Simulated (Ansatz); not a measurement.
# An extra electron or hole in H-capped Ge nanowire along [111] (64 atoms)

Does an extra electron or hole in H-capped Ge nanowire along [111] (64 atoms) stay spread out, or do the atoms trap it?

Method: Kohn-Sham DFT, revPBE, PAW (set soft_1), plane waves, in Ansatz 0.2.0.

## Step 1: Starting point

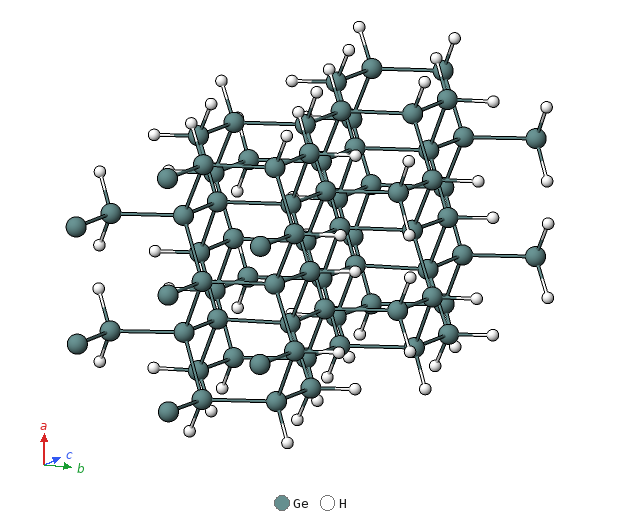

Start, viewed at a slant to the c axis; germanium teal, hydrogen white. 1×1×2 cells are drawn. Some periodic images of atoms are drawn too.

The cell holds 64 atoms: 34 Ge and 30 H. Cell: a = 19.500 Å, b = 18.815 Å, c = 9.800 Å, α = 90.0°, β = 90.0°, γ = 90.0°. It derives from Ge (diamond-structure). Square section of size parameter 4.53 Å cut from diamond-structure Ge (a = 5.658 Å) along [111], 1 period, broken bonds capped with H, 9 Å of vacuum. Regions: wire, 34 atoms (34 Ge); hydrogen, 30 atoms (30 H). Vacuum lies along a and b. The structure repeats along c.

Limits known from the start: The Brillouin zone is sampled at Γ only, in a cell whose periodic width is 10 Å.

## Step 2: Single point at the start

The forces at the start show how far the geometry lies from a minimum of this functional.

The input, input.yaml:

```yaml
crystal:
  lattice:
    - [19.5001, 0.0, 0.0]
    - [0.0, 18.8146, 0.0]
    - [0.0, 0.0, 9.79994]
  atoms:
    - { symbol: Ge, position: [0.39715, 0.31728, 3.0e-05] }
    - { symbol: Ge, position: [0.39629, 0.31385, 0.25061] }
    - { symbol: Ge, position: [0.39828, 0.43967, 0.33231] }
    - { symbol: Ge, position: [0.39759, 0.4374, 0.58465] }
    - { symbol: Ge, position: [0.29378, 0.37627, 0.66533] }
    - { symbol: Ge, position: [0.29269, 0.37703, 0.91797] }
    - { symbol: Ge, position: [0.39706, 0.68407, 0.00021] }
    - { symbol: Ge, position: [0.39706, 0.68491, 0.24925] }
    - { symbol: Ge, position: [0.29641, 0.50061, 0.99914] }
    - { symbol: Ge, position: [0.29422, 0.49898, 0.24883] }
    - { symbol: Ge, position: [0.29476, 0.62472, 0.33524] }
    - { symbol: Ge, position: [0.29442, 0.6243, 0.58555] }
    - { symbol: Ge, position: [0.3944, 0.56085, 0.66539] }
    - { symbol: Ge, position: [0.39621, 0.56119, 0.91461] }
    - { symbol: Ge, position: [0.6021, 0.315, 0.99969] }
    - { symbol: Ge, position: [0.60182, 0.31505, 0.25184] }
    - { symbol: Ge, position: [0.60268, 0.43809, 0.33396] }
    - { symbol: Ge, position: [0.60273, 0.43672, 0.58447] }
    - { symbol: Ge, position: [0.50042, 0.37835, 0.66703] }
    - { symbol: Ge, position: [0.5008, 0.37599, 0.92077] }
    - { symbol: Ge, position: [0.60369, 0.68511, 0.00082] }
    - { symbol: Ge, position: [0.60214, 0.68442, 0.25034] }
    - { symbol: Ge, position: [0.50044, 0.49959, 0.0004] }
    - { symbol: Ge, position: [0.50081, 0.4989, 0.24995] }
    - { symbol: Ge, position: [0.49981, 0.62093, 0.3352] }
    - { symbol: Ge, position: [0.49878, 0.62361, 0.58361] }
    - { symbol: Ge, position: [0.60307, 0.56234, 0.66498] }
    - { symbol: Ge, position: [0.6022, 0.56249, 0.91771] }
    - { symbol: Ge, position: [0.7046, 0.37579, 0.66755] }
    - { symbol: Ge, position: [0.70486, 0.37865, 0.91552] }
    - { symbol: Ge, position: [0.70483, 0.4989, 0.99814] }
    - { symbol: Ge, position: [0.7052, 0.50101, 0.25109] }
    - { symbol: Ge, position: [0.70383, 0.62146, 0.33493] }
    - { symbol: Ge, position: [0.70557, 0.62268, 0.5819] }
    - { symbol: H, position: [0.39742, 0.23816, 0.94967] }
    - { symbol: H, position: [0.33437, 0.27853, 0.30288] }
    - { symbol: H, position: [0.46174, 0.27624, 0.30297] }
    - { symbol: H, position: [0.29587, 0.30042, 0.61492] }
    - { symbol: H, position: [0.23191, 0.41683, 0.6117] }
    - { symbol: H, position: [0.23035, 0.3391, 0.97131] }
    - { symbol: H, position: [0.46355, 0.72422, 0.94641] }
    - { symbol: H, position: [0.33326, 0.72265, 0.95025] }
    - { symbol: H, position: [0.39623, 0.75908, 0.30278] }
    - { symbol: H, position: [0.22958, 0.53636, 0.9512] }
    - { symbol: H, position: [0.23002, 0.45941, 0.30097] }
    - { symbol: H, position: [0.23103, 0.66195, 0.2802] }
    - { symbol: H, position: [0.23077, 0.58431, 0.63215] }
    - { symbol: H, position: [0.29528, 0.69928, 0.63617] }
    - { symbol: H, position: [0.60305, 0.23726, 0.95103] }
    - { symbol: H, position: [0.66647, 0.27848, 0.3041] }
    - { symbol: H, position: [0.53789, 0.27752, 0.30371] }
    - { symbol: H, position: [0.50073, 0.30321, 0.61447] }
    - { symbol: H, position: [0.53737, 0.7217, 0.94875] }
    - { symbol: H, position: [0.6673, 0.72214, 0.94341] }
    - { symbol: H, position: [0.60197, 0.76234, 0.30268] }
    - { symbol: H, position: [0.50119, 0.70042, 0.63283] }
    - { symbol: H, position: [0.76923, 0.41642, 0.61262] }
    - { symbol: H, position: [0.70389, 0.30121, 0.61521] }
    - { symbol: H, position: [0.76809, 0.3375, 0.97227] }
    - { symbol: H, position: [0.77006, 0.53686, 0.94479] }
    - { symbol: H, position: [0.76903, 0.46273, 0.30171] }
    - { symbol: H, position: [0.76826, 0.66106, 0.27892] }
    - { symbol: H, position: [0.76899, 0.58599, 0.63404] }
    - { symbol: H, position: [0.70419, 0.70049, 0.63549] }
kpoints:
  mp_grid: { grid: [1, 1, 1] }
hamiltonian:
  xc: revpbe
  pseudopotentials: { kind: paw, azcp: { folder: soft_1 } }
scf:
  occupations: { method: fixed }
output:
  forces: true
```

Launch:

```console
ansatz run input.yaml --threads 8 --pin off --max-ram 15872MiB --backend cpu --events-out ev --progress --plain --runs-dir out
```

Numbers of over 12 decimals in the logs are rounded to 6 here.

Log:

```text
[...]
Pseudopotentials: kind: paw
Pseudopotential: Ge, paw, valence charge 14, recommended cutoff 420 eV (normal), soft_1/Ge.paw.azcp
Pseudopotential: H, paw, valence charge 1, recommended cutoff 420 eV (normal), soft_1/H.paw.azcp
[... 5 lines on functional and potentials left out ...]
Crystal: 64 atoms, lattice volume = 3595.466 Å³
Basis set: ecut = 420 eV, 70323 PW (Γ), exchange–correlation on 270×256×144 points (8 copies of the dense FFT grid, shifted against one another)
Bands: 317, of which v1, the nominal top of the filled ones, is band 253 counted from 1 (252 counted from 0)
Symmetry: 1 space group operations
Space group: P1 (ITA 1), of the structure as read, at distance tolerance 1.5e-4 Å
k-points: 1
[... 6 lines on functional and potentials left out ...]
Initial density: superposition of atomic densities (neutral atoms: chi_scale 0, normalization atom)
Initial wavefunctions: pseudopotential atomic-orbital guess
[...]
SCF iter   1: F=—  HF=-146647.963457 eV  |F-HF|=—  |Δ(HF+E_count)|=         —  Δρ=3.18e-2  dr2=2.98e1  ethr=3.10e-3  ⟨swp⟩=5.0  Hψ=903  notcnv=0  defer=60
preconditioner: auto → Resta (q_TF=auto, 1.968 Å⁻¹)  ε∞=1.7  [insulator: Δε(μ)=2.314 eV  Ē_g=9.598 eV  n_scr=464 (ndim 8)  ℏωp=8.0 eV  f_vac=0.652  ε∞_Penn≈1.7  vacuum switching on, ρ_ref=6.7e-3 e/Å³]
[...]
SCF iter  11: F=—  HF=-146640.600872 eV  |F-HF|=—  |Δ(HF+E_count)|=   4.38e-7  Δρ=1.34e-6  dr2=1.01e-7  ethr=3.80e-10  ⟨swp⟩=2.0  Hψ=341  notcnv=0  defer=61
SCF iter  12: F=-146640.600872 eV  HF=-146640.600872 eV  |F-HF|=2.97e-8  |Δ(HF+E_count)|=   1.55e-7  Δρ=6.27e-7  dr2=1.56e-8  ethr=1.98e-11  ⟨swp⟩=4.0  Hψ=883  notcnv=0
SCF 1 converged in 12 iterations: F = -146640.600872 eV  dr2 = 1.56e-8
[...]
SCF converged after 12 iterations
Free energy (F): -146640.600872 eV
Harris-Foulkes:  -146640.600872 eV  (|F-HF|=2.97e-8)
Internal energy: -146640.600872 eV  (E = F + TS)
E sigma→0 (E₀):  -146640.600872 eV
Fermi energy:    -1.977170 eV
--- Per-component energies (eV) ---
[...]
Σ components = -146640.600872   (vs F -146640.600872, Δ=0.00e0)
--- Forces (eV/Å), atoms counted from 1 ---
  atom   1  Ge    -0.32072386    -0.43526124     0.11274627
  atom   2  Ge     0.82657597     0.88361967    -0.41805273
  atom   3  Ge    -0.30877015    -0.60310217     0.15827779
  atom   4  Ge    -0.24839745     0.09204768    -0.24826540
[...]
atom  64  H      0.06047452    -0.07093400    -0.03238230
  max |Σ_I F_I| component: 1.47e-5 eV/Å
```

Wall time 21 s (8 threads of Intel Xeon Platinum 8259CL at 2.50GHz (Skylake/Cascade Lake), shared host); peak memory 3.4 GiB; 2.5 min of CPU time.

The r.m.s. force at the start is 0.36 eV/Å.

## Step 3: Relaxation

With the cell held, the atoms are moved downhill towards a nearby minimum.

The input, input.yaml:

```yaml
crystal:
  lattice:
    - [19.5001, 0.0, 0.0]
    - [0.0, 18.8146, 0.0]
    - [0.0, 0.0, 9.79994]
  atoms:
    [... the 64 atom lines of step 2 ...]
kpoints:
  mp_grid: { grid: [1, 1, 1] }
hamiltonian:
  xc: revpbe
  pseudopotentials: { kind: paw, azcp: { folder: soft_1 } }
scf:
  occupations: { method: fixed }
output:
  forces: true
relax:
  f_tol: 0.05
  max_steps: 120
```

Log:

```text
[...]
Crystal: 64 atoms, lattice volume = 3595.466 Å³
Basis set: ecut = 420 eV, 70323 PW (Γ), exchange–correlation on 270×256×144 points (8 copies of the dense FFT grid, shifted against one another)
Bands: 317, of which v1, the nominal top of the filled ones, is band 253 counted from 1 (252 counted from 0)
Symmetry: 1 space group operations
[...]
k-points: 1
[...]
SCF iter   1: F=—  HF=-146647.963457 eV  |F-HF|=—  |Δ(HF+E_count)|=         —  Δρ=3.18e-2  dr2=2.98e1  ethr=3.10e-3  ⟨swp⟩=5.0  Hψ=903  notcnv=0  defer=60
[...]
SCF iter   8: F=—  HF=-146640.600812 eV  |F-HF|=—  |Δ(HF+E_count)|=   2.01e-4  Δρ=2.27e-5  dr2=1.99e-5  ethr=3.56e-8  ⟨swp⟩=2.0  Hψ=511  notcnv=0  defer=62
SCF iter   9: F=-146640.600868 eV  HF=-146640.600864 eV  |F-HF|=3.30e-6  |Δ(HF+E_count)|=   5.24e-5  Δρ=8.55e-6  dr2=5.28e-6  ethr=3.93e-9  ⟨swp⟩=4.0  Hψ=875  notcnv=0
SCF 1 converged in 9 iterations: F = -146640.600868 eV  dr2 = 5.28e-6
[...]
relax step   1: F+E_penalty+E_count = -146640.60086767 eV  Δ(F+E_penalty+E_count) = +0.000e0 eV  max|allowed force component| = 1.204e0 eV/Å  Δτ_max = 0.0000 Å  (9 SCF iters, dr2 threshold 6.25e-5 eV, accepted)
[...]
relax step   2: F+E_penalty+E_count = -146641.48160423 eV  Δ(F+E_penalty+E_count) = -8.807e-1 eV  max|allowed force component| = 4.811e-1 eV/Å  Δτ_max = 0.1949 Å  (7 SCF iters, dr2 threshold 9.05e-5 eV, accepted)
[...]
relax step   3: F+E_penalty+E_count = -146641.66301013 eV  Δ(F+E_penalty+E_count) = -1.814e-1 eV  max|allowed force component| = 2.732e-1 eV/Å  Δτ_max = 0.1630 Å  (7 SCF iters, dr2 threshold 1.45e-5 eV, accepted)
relax step   4: F+E_penalty+E_count = -146641.75553465 eV  Δ(F+E_penalty+E_count) = -9.252e-2 eV  max|allowed force component| = 3.664e-2 eV/Å  Δτ_max = 0.1877 Å  (7 SCF iters, dr2 threshold 1.19e-5 eV, accepted)
relax step   5: F+E_penalty+E_count = -146641.75553799 eV  Δ(F+E_penalty+E_count) = -3.343e-6 eV  max|allowed force component| = 3.675e-2 eV/Å  Δτ_max = 0.0000 Å  (5 SCF iters, accepted)
relax step   6: F+E_penalty+E_count = -146641.76365713 eV  Δ(F+E_penalty+E_count) = -8.119e-3 eV  max|allowed force component| = 5.014e-2 eV/Å  Δτ_max = 0.0735 Å  (8 SCF iters, accepted)
relax step   7: F+E_penalty+E_count = -146641.76314764 eV  Δ(F+E_penalty+E_count) = +5.095e-4 eV  max|allowed force component| = 4.921e-2 eV/Å  Δτ_max = 0.0403 Å  (7 SCF iters, dr2 threshold 2.51e-6 eV, rejected (line search))
[...]
relax step   8: F+E_penalty+E_count = -146641.76603438 eV  Δ(F+E_penalty+E_count) = -2.377e-3 eV  max|allowed force component| = 7.250e-3 eV/Å  Δτ_max = 0.0193 Å  (8 SCF iters, accepted)
SCF converged after 8 iterations
Free energy (F): -146641.766034 eV
[...]
Internal energy: -146641.766034 eV  (E = F + TS)
E sigma→0 (E₀):  -146641.766034 eV
Fermi energy:    -2.018314 eV
[...]
Σ components = -146641.766034   (vs F -146641.766034, Δ=0.00e0)
--- Forces (eV/Å), atoms counted from 1 ---
  atom   1  Ge     0.00168821    -0.00102445    -0.00023813
  atom   2  Ge    -0.00454229     0.00014038     0.00249742
  atom   3  Ge    -0.00098744    -0.00190416     0.00010295
  atom   4  Ge    -0.00083347     0.00072776    -0.00044566
[...]
atom  64  H     -0.00128837     0.00075004    -0.00141426
  max |Σ_I F_I| component: 1.45e-5 eV/Å
--- Relaxed structure (8 steps of the walk, 7 accepted, 0 SCFs on fresh bases) ---
  F+E_penalty+E_count = -146641.76603438 eV   max|allowed force component| = 7.250e-3 eV/Å
  atoms:
    - { symbol: Ge, position: [0.394165, 0.312978, 0.000402905] }
    - { symbol: Ge, position: [0.383903, 0.312681, 0.250800] }
    - { symbol: Ge, position: [0.393818, 0.437256, 0.332333] }
    - { symbol: Ge, position: [0.394451, 0.437288, 0.584469] }
[...]
- { symbol: H, position: [0.707281, 0.704389, 0.639429] }
```

Elapsed: 1.9 min, on 8 threads; peak memory 3.4 GiB; 14 min of CPU time.

The relaxation converged after 8 steps, 1.17 eV below its start, with a largest force component of 0.0073 eV/Å.

## Step 4: Single point at the relaxed geometry

The electronic structure is read at the final geometry, in a run of its own.

The input, input.yaml:

```yaml
crystal:
  lattice:
    - [19.5001, 0.0, 0.0]
    - [0.0, 18.8146, 0.0]
    - [0.0, 0.0, 9.79994]
  atoms:
    - { symbol: Ge, position: [0.39416, 0.31298, 0.0004] }
    - { symbol: Ge, position: [0.3839, 0.31268, 0.2508] }
    - { symbol: Ge, position: [0.39382, 0.43726, 0.33233] }
    - { symbol: Ge, position: [0.39445, 0.43729, 0.58447] }
    - { symbol: Ge, position: [0.29065, 0.37325, 0.66445] }
    - { symbol: Ge, position: [0.29062, 0.37397, 0.91517] }
    [... 52 atom lines left out ...]
    - { symbol: H, position: [0.77337, 0.33484, 0.97273] }
    - { symbol: H, position: [0.77408, 0.53667, 0.94336] }
    - { symbol: H, position: [0.77412, 0.46331, 0.30693] }
    - { symbol: H, position: [0.77337, 0.66513, 0.27752] }
    - { symbol: H, position: [0.77447, 0.59067, 0.64241] }
    - { symbol: H, position: [0.70728, 0.70439, 0.63943] }
kpoints:
  mp_grid: { grid: [1, 1, 1] }
hamiltonian:
  xc: revpbe
  pseudopotentials: { kind: paw, azcp: { folder: soft_1 } }
scf:
  occupations: { method: fixed }
output:
  forces: true
  populations: true
  dos:
    method: { smearing: { sigma: 0.1 } }
    de: 0.1
    projected:
      site_lists:
        Ge: [Ge]
        H: [H]
        wire: [0, 1, 2, 3, 4, 5, 6, 7, 8, 9, 10, 11, 12, 13, 14, 15, 16, 17, 18, 19, 20, 21, 22, 23, 24, 25, 26, 27, 28, 29, 30, 31, 32, 33]
        hydrogen: [34, 35, 36, 37, 38, 39, 40, 41, 42, 43, 44, 45, 46, 47, 48, 49, 50, 51, 52, 53, 54, 55, 56, 57, 58, 59, 60, 61, 62, 63]
  eigenvalues: true
  write_density: true
  write_potential: true
  volumetric_format: npy
```

Log:

```text
[...]
Crystal: 64 atoms, lattice volume = 3595.466 Å³
Basis set: ecut = 420 eV, 70323 PW (Γ), exchange–correlation on 270×256×144 points (8 copies of the dense FFT grid, shifted against one another)
Bands: 317, of which v1, the nominal top of the filled ones, is band 253 counted from 1 (252 counted from 0)
Symmetry: 1 space group operations
[...]
k-points: 1
[...]
SCF iter   1: F=—  HF=-146648.718331 eV  |F-HF|=—  |Δ(HF+E_count)|=         —  Δρ=3.12e-2  dr2=2.88e1  ethr=3.10e-3  ⟨swp⟩=5.0  Hψ=989  notcnv=0  defer=60
[...]
SCF iter  12: F=-146641.766033 eV  HF=-146641.766033 eV  |F-HF|=7.63e-9  |Δ(HF+E_count)|=   7.08e-8  Δρ=5.20e-7  dr2=2.11e-8  ethr=1.98e-11  ⟨swp⟩=22.0  Hψ=2742  notcnv=0
SCF 1 converged in 12 iterations: F = -146641.766033 eV  dr2 = 2.11e-8
[...]
WARN: The output density's exchange-correlation potential varies sharply where the density is thin. Do not read a vacuum level from v_tot or v_xc, or from such a field of the output density. On a cell that repeats whose density bears no net charge and no dipole along the vacuum's axis use v_es (v_loc + v_h of the components); [...]
SCF converged after 12 iterations
Free energy (F): -146641.766033 eV
[...]
Internal energy: -146641.766033 eV  (E = F + TS)
E sigma→0 (E₀):  -146641.766033 eV
Fermi energy:    -2.018337 eV
[...]
--- Forces (eV/Å), atoms counted from 1 ---
  atom   1  Ge     0.00288803    -0.00149353    -0.00004137
  atom   2  Ge    -0.00279238     0.00021775     0.00278825
  atom   3  Ge    -0.00168202    -0.00277434     0.00047834
  atom   4  Ge    -0.00139930     0.00091733    -0.00060988
  atom   5  Ge     0.00343255     0.00084440     0.00184607
  atom   6  Ge    -0.00047959    -0.00075570    -0.00054944
  atom   7  Ge    -0.00649567     0.00255339    -0.00284809
  atom   8  Ge     0.00284030    -0.00265961     0.00119893
  atom   9  Ge    -0.00137830    -0.00185744    -0.00050806
  atom  10  Ge    -0.00072527     0.00344463     0.00100066
  atom  11  Ge     0.00142284    -0.00128295    -0.00178516
  atom  12  Ge     0.00153827     0.00097711    -0.00028166
  atom  13  Ge     0.00080921    -0.00123771    -0.00042320
  atom  14  Ge     0.00160417     0.00043589    -0.00129197
[...]
atom  63  H     -0.00163180     0.00181942     0.00054426
  atom  64  H     -0.00123517     0.00039214    -0.00142362
  max |Σ_I F_I| component: 7.49e-5 eV/Å
--- Band table (eV) ---
[...]
--- Löwdin populations: 64 sites ---
  site symbol       q [e]
     0     Ge     13.9209
     1     Ge     13.8556
     2     Ge     13.9897
[...]
63      H      1.0158
  spilling = 0.004030 (of n_electrons = 506.000000)
```

It took 35 s on 8 threads; peak memory 3.6 GiB; 4.1 min of CPU time.

The program notes that the exchange-correlation potential is rough where the density is thin.

The run gave:

* free energy: -146641.7660 eV
* free energy per atom: -2291.2776 eV/atom
* SCF cycles: 12
* r.m.s. force component: 0.00188 eV/Å
* longest force: 0.00784 eV/Å
* Fermi energy: -2.018 eV
* gap (highest filled to lowest empty level): 2.199 eV
* spilling of the projection: 0.00403

Löwdin charges by element (they lack the spilled electrons, 0.032 e an atom on average):

```tsv
element	coordination	atoms	mean charge (e)	spread	least	most
Ge	all	34	0.0734	0.05	0.0103	0.15
H	all	30	-0.0152	0.0017	-0.0178	-0.0129
```

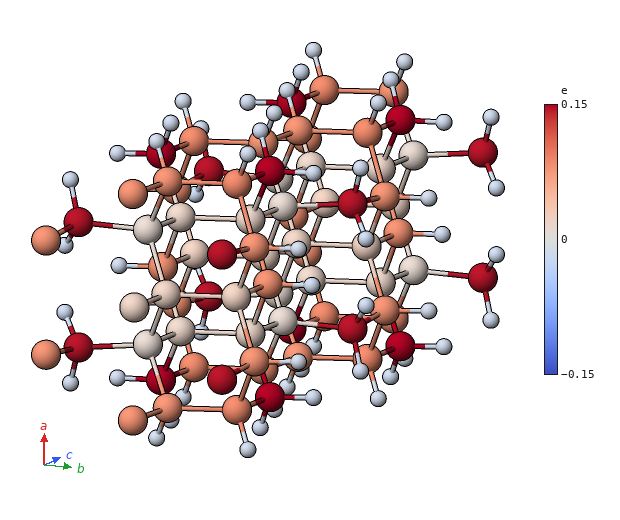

Atoms coloured by Löwdin charge. 1×1×2 cells are drawn. Some periodic images of atoms are drawn too.

Charge against the make-up of the first shell:

```tsv
Ge neighbours of Ge	atoms	mean charge (e)
2	8	0.147
3	14	0.081
4	12	0.016
```

By region:

```tsv
region	atoms	mean length of the force (eV/Å)
wire	34	0.003
hydrogen	30	0.003
```

States in the cell by windows of 1 eV, zero at the Fermi level; the larger projections on atomic orbitals stand beside the total:

```tsv
from (eV)	to (eV)	total	wire	Ge p	Ge s	H s	hydrogen
-10	-9	21.7	19.3	3.5	15.8	2.2	2.2
-9	-8	4.2	3.5	0.8	2.7	0.6	0.6
-8	-7	12.1	9.7	2.7	7.0	2.3	2.3
-7	-6	11.5	9.4	3.4	6.0	1.9	1.9
-6	-5	6.5	5.5	2.2	3.3	0.9	0.9
-5	-4	3.9	2.5	1.8	0.7	1.4	1.4
-4	-3	34.9	21.8	20.9	0.8	12.4	12.4
-3	-2	24.2	19.5	18.8	0.7	4.4	4.4
-2	-1	26.6	24.1	23.6	0.4	2.2	2.2
-1	0	9.8	8.7	8.3	0.3	1.1	1.1
0	1	0.7	0.6	0.6	0.0	0.0	0.0
1	2	0.0	0.0	0.0	0.0	0.0	0.0
2	3	26.2	21.5	13.8	7.7	2.2	2.2
3	4	27.2	19.5	14.5	5.0	4.0	4.0
4	5	41.4	21.6	19.7	1.9	5.1	5.1
```

With fixed occupations the program's Fermi level is the highest filled level; weight inside the gap is the broadening of levels at its edges.

Between -25 and -10 eV lie 350 more states.

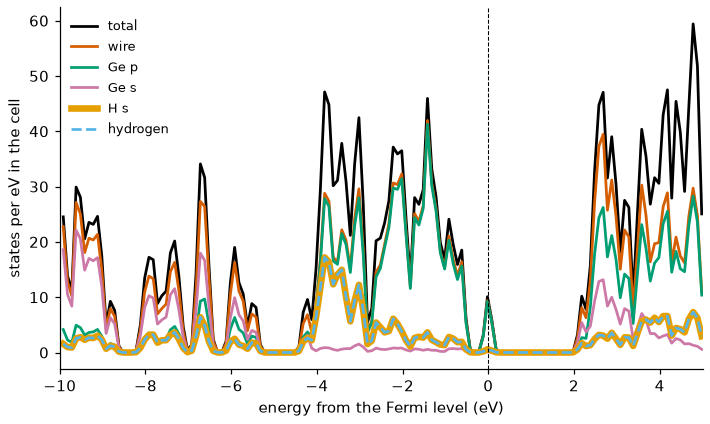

Total and projected density of states, with the broadening of the input.

The levels nearest the highest filled one (over half full), pooled over k-points and spins:

```tsv
level less the highest filled one (eV)	occupation
-0.990	2
-0.877	2
-0.863	2
-0.674	2
-0.614	2
0	2
2.20	0
2.44	0
2.47	0
2.55	0
2.57	0
2.64	0
```

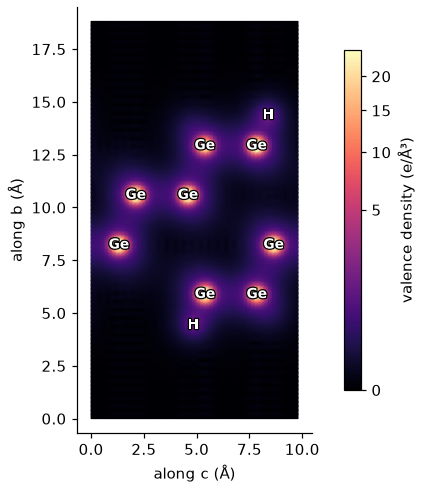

Valence density in the cb plane at fractional x = 0.394, with atoms of Ge and H within 0.2 Å of it. It is the smooth field of the valence electrons, not physical close to the nuclei. The map starts off the cell's origin, so that atoms lie inside it. The colour scale is stretched toward low values.

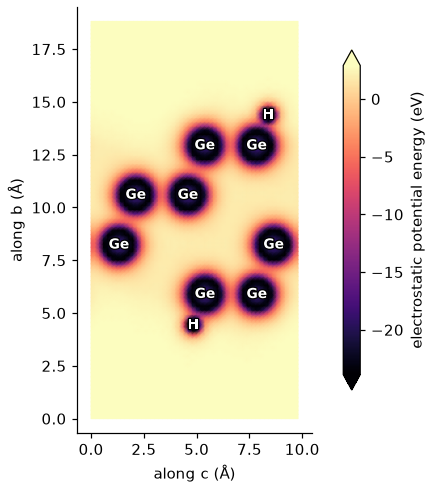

Electrostatic potential energy in the cb plane at fractional x = 0.394, with atoms of Ge and H within 0.2 Å of it. With pseudopotentials it is smooth inside the atoms' cores, unlike the true potential. The map starts off the cell's origin, so that atoms lie inside it.

The highest filled and lowest empty levels differ by 2.20 eV at Γ alone; the mesh holds the band edges only if they fold onto it, so the gap at this level can be narrower or closed, and states at the surface or the caps may set it. Mean Löwdin charges: Ge +0.07, H -0.02 e (they miss 0.40 % of the electrons, so they add up to more than the cell's charge). Charges this small depend on the projection, at times even in sign. The charge on Ge changes by -0.066 e for each Ge neighbour that takes the place of another kind, on average. The largest share in the top eV of filled states is Ge p (86 % of the projected weight), and in the lowest eV of empty states Ge p (58 % of the projected weight).

(Part 1 of 3 ends here.)

[Logs are printed without paths, hosts, clocks, repeated set-up lines and the standing remarks that a program may print on its own settings, such as how far it seeks lower states.]

[Hosts, paths, dates, database ids (printed as entryN), source tags and the programs' standing remarks are cut or masked in the printed files.]
